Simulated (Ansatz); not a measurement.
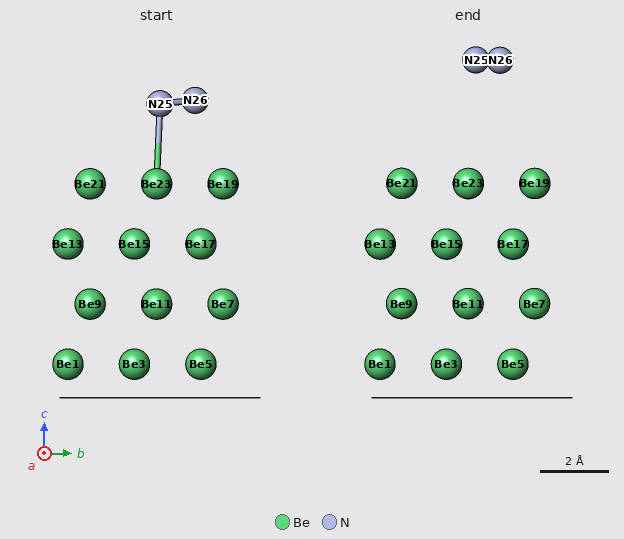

The structure of a slab of composition Be₁₂N before (left) and after (right) a constrained relaxation, at one scale.

A ball-and-stick model of the cell of the calculation, outlined in the plane, without the vacuum (origin shifted), seen along the a axis.

It is N2 on Be(0001), set down by a guess. The run prepares an end point of a later path (dissociation) calculation, from a guessed geometry. 6 atoms are held fixed.

All numbers below come from Ansatz 0.2.0, DFT PBE-D3(BJ), scalar-relativistic, plane waves, PAW. Set-up: plane-wave cutoff 420 eV; k-point mesh 4 × 3 × 1; occupations fermi dirac; smearing width 0.1 eV; no spin polarisation; atoms relaxed in a fixed cell; force threshold 0.03 eV/Å; at most 60 steps.

Describe what moved and what it gained.

After 12 accepted moves (17 points after the start) the energy has fallen by 0.674 eV per cell of the calculation. The largest force component goes from 4.5 to 0.018 eV/Å. The line search rejected the trial steps at points 8, 12, 13 of the run. 2 steps only repeated the SCF at the same geometry. The forces were under the threshold at step 10, but the run went on from there. The largest move is that of an N atom, 1.33 Å at 10° to the normal (+c side). Largest moves by element: N 1.33 Å, Be 0.02 Å. The cell stays as it was. Near-neighbour distances that change, for instance: Be–N 2.395 → 3.710 Å, N–N 1.154 → 1.102 Å. Cost: 100 s on 1 thread of Intel(R) Xeon(R) 6975P-C (Granite Rapids), with other jobs on the host, peak memory 0.67 GiB.

Limits of the set-up: the periodic images lie only 4.6 Å apart, so the values are limited by the cell's size.
